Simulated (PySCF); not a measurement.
SMILES N[SiH](N)C at its CAM-B3LYP/def2-SVP optimised geometry (Å):

```
12

Si    -0.4017    -0.6425     0.0000
C      1.4695    -0.6425     0.0000
N     -0.9006     1.0200     0.0000
N     -0.9014    -1.6889    -1.2917
H     -1.0120    -1.2274     1.2259
H      1.8645    -0.0538     0.8407
H      1.8626    -0.1978    -0.9293
H      1.8646    -1.6665     0.0691
H     -1.8646     1.2691     0.1944
H     -0.4817     1.6889    -0.6379
H     -1.8656    -1.9966    -1.3611
H     -0.4852    -1.6114    -2.2141
```

Computed with CAM-B3LYP/def2-TZVP (PySCF).

Map of the electron localisation function on the plane z = 1.2 Å:

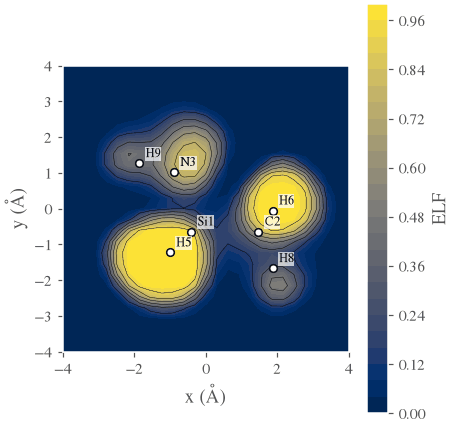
Fig. 1. Electron localisation function on the plane z = 1.2 Å.
